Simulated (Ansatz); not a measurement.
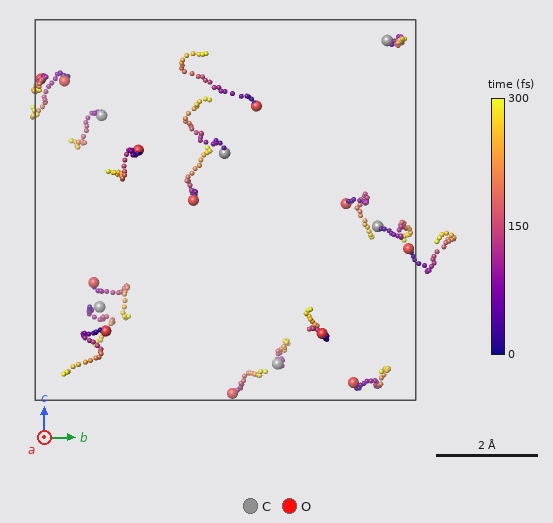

First-principles dynamics of a periodic cell with 6 CO2 at 1.007 g/cm³, 300 fs long. Dots mark each atom's position at evenly spaced times, coloured by time; spheres stand at the starting positions. Seen along the a axis in the simulation cell.

All numbers below come from DFT PBE-D3(BJ), scalar-relativistic, plane waves, PAW in Ansatz 0.2.0. Run with plane-wave cutoff 420 eV; k-point mesh 1 × 1 × 1; Fermi-Dirac smearing 0.05 eV; Langevin thermostat (NVT); set temperature 400 K; time step 1 fs; friction 0.02 per fs.

Input file:
```yaml
crystal:
  lattice:
    - [7.580467, 0.0, 0.0]
    - [0.0, 7.580467, 0.0]
    - [0.0, 0.0, 7.580467]
  atoms:
    - { symbol: C, position: [0.05744271, 0.63728021, 0.09613536] }
    - { symbol: O, position: [0.11846436, 0.51864766, 0.01796133] }
    - { symbol: O, position: [-0.004153, 0.75452622, 0.1754432] }
    - { symbol: C, position: [0.05543197, 0.17467835, 0.74867586] }
    - { symbol: O, position: [0.13525266, 0.07718784, 0.83909618] }
    - { symbol: O, position: [-0.02403122, 0.27141783, 0.65720529] }
    - { symbol: C, position: [0.63268403, 0.49802468, 0.64936788] }
    - { symbol: O, position: [0.67335216, 0.58167406, 0.77317024] }
    - { symbol: O, position: [0.5910199, 0.41613362, 0.52535699] }
    - { symbol: C, position: [0.50103683, -0.0744303, -0.05462395] }
    - { symbol: O, position: [0.42571831, -0.16354418, 0.0464661] }
    - { symbol: O, position: [0.57607634, 0.01512719, -0.15562171] }
    - { symbol: C, position: [0.49497536, 0.90043003, 0.4569108] }
    - { symbol: O, position: [0.61229348, 0.98155302, 0.39822857] }
    - { symbol: O, position: [0.37885057, 0.81736888, 0.51659875] }
    - { symbol: C, position: [0.05625565, 0.16960288, 0.24520893] }
    - { symbol: O, position: [-0.08452022, 0.18593884, 0.18186599] }
    - { symbol: O, position: [0.1973419, 0.15425176, 0.30927819] }
basis:
  ecutwfc: 420.0
kpoints:
  mp_grid: { grid: [1, 1, 1] }
hamiltonian:
  xc: pbe
  dispersion: d3bj
scf:
  occupations: { method: fermi_dirac, width: 0.05 }
  lower_state_search: "off"
md:
  timestep: 1
  n_steps: 300
  ensemble: nvt_langevin
  temperature: 400.0
  initial_velocities: maxwell_boltzmann
  seed: 765287
  friction: 0.02
```

Command:
```bash
ansatz run input.yaml --threads 1 --pin off --max-ram 3072MiB --backend cpu --events-out ev --progress --plain --runs-dir out
```

How do the atoms move?

In the second half of the run the atoms are, in the root-mean-square, this far from where they began (common drift taken out): O 0.81 Å, C 0.64 Å. The heavy atoms stay within a fraction of a molecule's size of their starting places; so short a run doesn't tell a liquid from a solid.

Limits of the set-up: the periodic images lie only 7.6 Å apart, so the values are limited by the cell's size.
